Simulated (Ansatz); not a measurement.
# CH$_{4}$AlO (charge +1): what the fields show

The calculation's input:

```
crystal:
  periodic: [false, false, false]
  atoms:
    - {symbol: O, position_ang: [-1.339532, -0.774401, -0.196103]}
    - {symbol: C, position_ang: [-0.395012, -0.000532, -0.522550]}
    - {symbol: Al, position_ang: [1.151087, 0.347017, 0.817703]}
    - {symbol: H, position_ang: [-2.042675, -0.903415, -0.864442]}
    - {symbol: H, position_ang: [-0.480725, 0.437183, -1.528929]}
    - {symbol: H, position_ang: [0.812524, 1.589100, 1.705241]}
    - {symbol: H, position_ang: [2.294332, -0.694952, 0.589090]}
basis:
  gaussian: {orbitals: def2-TZVPP}
total_charge: 1
hamiltonian: {xc: pbe0, dispersion: d4}
output: {orbitals: {seedname: orbitals}}
```

Launched as:

```sh
ansatz run in.yaml --threads 2 --pin off --events-out ev --progress --plain --max-ram 4352MiB
```

Geometry: PBE0-D4/def2-TZVP.

All numbers below come from Ansatz 0.2.0, RKS PBE0-D4/def2-TZVPP.

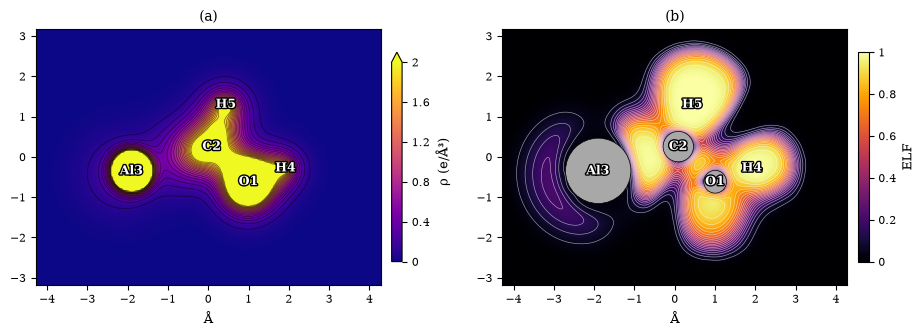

Figure 1. (a) total electron density; (b) electron localisation function on the plane of atoms O1, C2 and H5. Grey discs cover the atomic cores in the ELF map.

Q: Interpret the plot.

A: The plane passes through O, C, Al and H nuclei. C–O (1.26 Å): ρ is about 3 e/Å³ halfway; the ELF peaks at about 0.90 between the atoms, as expected for a short, strongly polar bond. C–Al (2.08 Å): ρ is about 0.6 e/Å³ halfway; the ELF peaks at about 1 in the valence shell of C, 0.8 Å from its nucleus, and is about 0.95 at the midpoint. O–H (0.98 Å): ρ is about 3.8 e/Å³ halfway; the ELF climbs to about 1 towards the hydrogen, as it does in any bond to H; a covalent bond by its length. C–H (1.10 Å): the density is about 2.2 e/Å³ at the midpoint; the ELF climbs to about 1 towards the hydrogen (a covalent bond by its length). The ELF also peaks beside O1, away from the bonds: lone-pair regions.

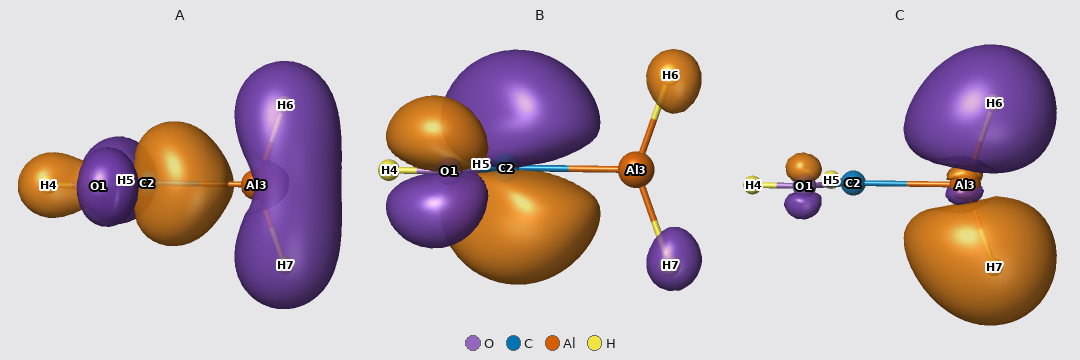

Figure 2. Three frontier orbitals at ±0.1 Å⁻³ᐟ² (orange and purple are the two phases), in no order.

Q: Which picture is the HOMO−1, the HOMO and the LUMO?

A: A is the HOMO−1 (−14.45 eV). It lies mainly on C2 (about 30 %), Al3 (about 25 %), H7 (about 15 %), H6 (about 15 %), O1 (about 10 %) and H5 (about 5 %). C is the HOMO (−13.91 eV). By Hirshfeld shares it lies mainly on Al3 (about 40 %), H6 (about 30 %) and H7 (about 30 %). B is the LUMO (−8.69 eV). Its weight (Hirshfeld) is mainly on C2 (about 55 %) and O1 (about 25 %).

Q: What is the HOMO–LUMO gap?

A: 5.22 eV between the orbital energies.
